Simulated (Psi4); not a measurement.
# SVWN5/def2-SVP (core potential) run of InNH4 (SMILES [NH2][InH2])

Aim: the energy change on altering one bond length of InNH4 at SVWN5/def2-SVP (core potential), from 2 runs. 

The results are computed with Psi4 1.11.

17 further runs of the same task are left out: 16 that didn't finish, 1 set aside as unsound or not needed.

## (1) The structure to begin with

InNH4 has 6 atoms, charge 0, and is taken as a singlet. SMILES: `[NH2][InH2]`. The shape is that of a PBE0-D4/def2-TZVP optimisation.

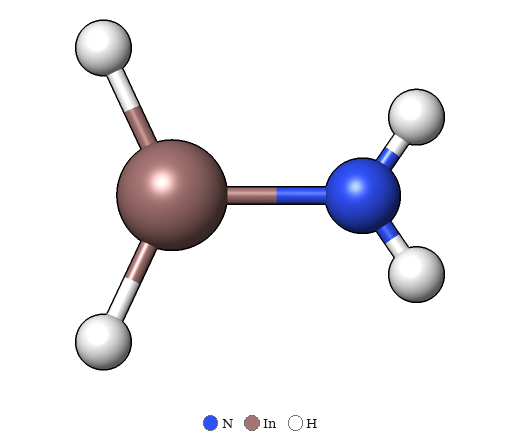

The structure, seen from a chosen angle (nitrogen blue, indium brown, hydrogen white).

## (2) Energy and gradient at SVWN5/def2-SVP (core potential)

Input file input.dat:

```
memory 2200 MB

molecule geom {
  0 1
  N     -0.092200    -1.060500     0.036600
  In     0.095300     0.935900    -0.048300
  H     -0.598000    -1.552900     0.753400
  H      0.311900    -1.697300    -0.629300
  H      1.012500     1.520500    -1.370700
  H     -0.687400     1.790300     1.212100
  symmetry c1
  no_reorient
  no_com
}

set basis def2-SVP
set puream true
set e_convergence 1e-09
set d_convergence 1e-08
set scf_type pk
set dft_radial_points 99
set dft_spherical_points 590

e_tot, wfn = gradient("scf", dft_functional={"name": "SVWN5", "x_functionals": {"LDA_X": {}}, "c_functionals": {"LDA_C_VWN": {}}}, return_wfn=True)
oeprop(wfn, "WIBERG_LOWDIN_INDICES", "LOWDIN_CHARGES", "MULLIKEN_CHARGES")
```

The run is started by

```console
$ psi4 -n 1 input.dat output.dat
```

output.dat:

```text
[...]
    !!!  WARNING: ECP capability is in beta. Please check occupations closely.  !!!
[...]
  Running in c1 symmetry.
[...]
  Nuclear repulsion =   70.741603805927312
[...]
  Multiplicity = 1
[...]
  Nalpha       = 16
  Nbeta        = 16
[...]
    Number of basis functions: 60
[...]
   @RKS iter   1:  -245.96301037468791   -6.20150e-01   1.64890e-02 DIIS/ADIIS
[...]
   @RKS iter  12:  -246.42121307385446   -1.13687e-12   3.53539e-09 DIIS
[...]
    Orbital Energies [Eh]
    ---------------------
    Doubly Occupied:
       1A    -13.840216     2A     -4.455580     3A     -2.904509
       4A     -2.896232     5A     -2.895317     6A     -0.739354
       7A     -0.681386     8A     -0.675624     9A     -0.674030
      10A     -0.673683    11A     -0.662368    12A     -0.418872
      13A     -0.398927    14A     -0.284979    15A     -0.257080
      16A     -0.208733
[...]
  @RKS Final Energy:  -246.42121307385446
   => Energetics <=
    Nuclear Repulsion Energy =             70.7416038059273120
    One-Electron Energy =                -552.3955831024120471
    Two-Electron Energy =                 259.4589829774824921
    DFT Exchange-Correlation Energy =     -24.2262167548521994
    Empirical Dispersion Energy =           0.0000000000000000
    VV10 Nonlocal Energy =                  0.0000000000000000
    Total Energy =                       -246.4212130738544602
[...]
 Multipole Moments:
 ------------------------------------------------------------------------------------
     Multipole            Electronic (a.u.)      Nuclear  (a.u.)        Total (a.u.)
 ------------------------------------------------------------------------------------
 L = 1.  Multiply by 2.5417464519 to convert [e a0] to [Debye]
 Dipole X            :         -2.6744918            2.6359790           -0.0385129
 Dipole Y            :        -23.6618553           23.2266238           -0.4352315
 Dipole Z            :          1.5181477           -1.4977969            0.0203508
 Magnitude           :                                                    0.4374059
[...]
  -Total Gradient:
     Atom            X                  Y                   Z
    ------   -----------------  -----------------  -----------------
       1       -0.001554028832    -0.016654130364     0.000773050808
       2        0.000064151365     0.000920815800    -0.000009741200
       3        0.008090453313     0.006478145279    -0.011570326042
       4       -0.006667932494     0.008776284999     0.010849814004
       5       -0.000415148394     0.000316640239     0.000661937879
       6        0.000482660736     0.000163578586    -0.000704766898
[...]
  Mulliken Charges: (a.u.)
   Center  Symbol    Alpha    Beta     Spin     Total
       1     N     3.70112  3.70112  0.00000 -0.40224
       2    IN    10.39708 10.39708  0.00000  0.20585
       3     H     0.42739  0.42739  0.00000  0.14522
       4     H     0.42738  0.42738  0.00000  0.14524
       5     H     0.52352  0.52352  0.00000 -0.04705
       6     H     0.52351  0.52351  0.00000 -0.04702
   Total alpha = 16.00000, Total beta = 16.00000, Total charge = -0.00000
  Lowdin Charges: (a.u.)
   Center  Symbol    Alpha    Beta     Spin     Total
[...]
```

Wall time 10 s (1 thread of Intel Xeon Platinum 8259CL at 2.50GHz (Skylake/Cascade Lake), shared host); peak memory 0.38 GiB.

## (3) The distorted shape: a single-point energy at SVWN5/def2-SVP (core potential)

Input file h4inn.xyz:

```xyz
6
H4InN
N     -0.152810    -0.964988     0.136476
In     0.034690     1.031412     0.051576
H     -0.658610    -1.457388     0.853276
H      0.311900    -1.697300    -0.629300
H      0.951890     1.616012    -1.270824
H     -0.748010     1.885812     1.311976
```

Input file job.py:

```python
import psi4

psi4.set_memory(2200000000)
psi4.set_num_threads(1)
psi4.core.set_output_file('psi4.out', False)

with open('h4inn.xyz') as f:
    atoms = ''.join(f.readlines()[2:])
mol = psi4.geometry('0 1\n' + atoms + 'symmetry c1')

options = {'basis': 'def2-SVP', 'puream': True, 'e_convergence': 1e-09, 'd_convergence': 1e-08, 'scf_type': 'pk', 'dft_radial_points': 99, 'dft_spherical_points': 590}
psi4.set_options(options)

e, wfn = psi4.energy('scf', dft_functional={"name": "SVWN5", "x_functionals": {"LDA_X": {}}, "c_functionals": {"LDA_C_VWN": {}}}, return_wfn=True)
psi4.oeprop(wfn, 'LOWDIN_CHARGES', 'QUADRUPOLE', 'MAYER_INDICES')
print('E =', round(e, 9))
```

The run is started by

```console
$ python job.py
```

psi4.out:

```text
[...]
    !!!  WARNING: ECP capability is in beta. Please check occupations closely.  !!!
[...]
  Running in c1 symmetry.
[...]
  Nuclear repulsion =   70.056173853778105
[...]
  Multiplicity = 1
[...]
  Nalpha       = 16
  Nbeta        = 16
[...]
    Number of basis functions: 60
[...]
   @RKS iter   1:  -245.97339102358805   -6.66072e-01   1.59809e-02 DIIS/ADIIS
[...]
   @RKS iter  12:  -246.41044279010825   -8.10019e-12   4.13929e-09 DIIS
[...]
    Orbital Energies [Eh]
    ---------------------
    Doubly Occupied:
       1A    -13.851103     2A     -4.455193     3A     -2.904007
       4A     -2.895852     5A     -2.895037     6A     -0.727644
       7A     -0.680896     8A     -0.675268     9A     -0.673550
      10A     -0.673261    11A     -0.655970    12A     -0.404661
      13A     -0.392437    14A     -0.283709    15A     -0.256527
      16A     -0.206451
[...]
  @RKS Final Energy:  -246.41044279010825
   => Energetics <=
    Nuclear Repulsion Energy =             70.0561738537781054
    One-Electron Energy =                -551.1116728653703376
    Two-Electron Energy =                 258.8158145465321809
    DFT Exchange-Correlation Energy =     -24.1707583250481761
    Empirical Dispersion Energy =           0.0000000000000000
    VV10 Nonlocal Energy =                  0.0000000000000000
    Total Energy =                       -246.4104427901082488
[...]
 Multipole Moments:
 ------------------------------------------------------------------------------------
     Multipole            Electronic (a.u.)      Nuclear  (a.u.)        Total (a.u.)
 ------------------------------------------------------------------------------------
 L = 1.  Multiply by 2.5417464519 to convert [e a0] to [Debye]
 Dipole X            :          1.6617831           -1.6889732           -0.0271900
 Dipole Y            :         18.6410667          -19.1001052           -0.4590385
 Dipole Z            :         -0.6653733            0.6664665            0.0010932
 Magnitude           :                                                    0.4598443
 L = 2.  Multiply by 1.3450342976 to convert [e a0^2] to [Debye ang]
 Quadrupole XX       :        -31.3913476            7.8671705          -23.5241771
 Quadrupole XY       :        -10.1079898           10.1943302            0.0863404
[...]
```

Standard output:

```text
E = -246.41044279
```

Run time: 7.8 s. Hardware: 1 thread of Intel Xeon Platinum 8259CL at 2.50GHz (Skylake/Cascade Lake), shared host; peak memory 0.37 GiB.

## (4) Summary of results

At SVWN5/def2-SVP (core potential):

| quantity | value |
| --- | --- |
| first shape: total energy | -246.42121 Eh |
| first shape: dipole moment | 1.11 D |
| first shape: HOMO energy | -5.68 eV |
| first shape: LUMO energy | -1.85 eV |
| first shape: HOMO–LUMO gap | 3.83 eV |
| first shape: largest force on an atom | 0.861 eV/Å |
| distorted shape: total energy | -246.41044 Eh |
| distorted shape: dipole moment | 1.17 D |
| distorted shape: HOMO energy | -5.62 eV |
| distorted shape: LUMO energy | -1.82 eV |
| distorted shape: HOMO–LUMO gap | 3.79 eV |
| energy change with the N1–H4 bond stretched from 1.006 to 1.157 Å | 0.293 eV |

What this shows: With the N1–H4 bond stretched from 1.006 to 1.157 Å the energy rises by 0.29 eV (6.8 kcal/mol). The first shape isn't relaxed at this level, so the change isn't measured from a minimum. The largest force (first shape) is 0.86 eV/Å: the shape isn't a stationary point for this species at this level. Mulliken charges (first shape) run from -0.40 on N1 to +0.21 on In2; they depend strongly on the basis.
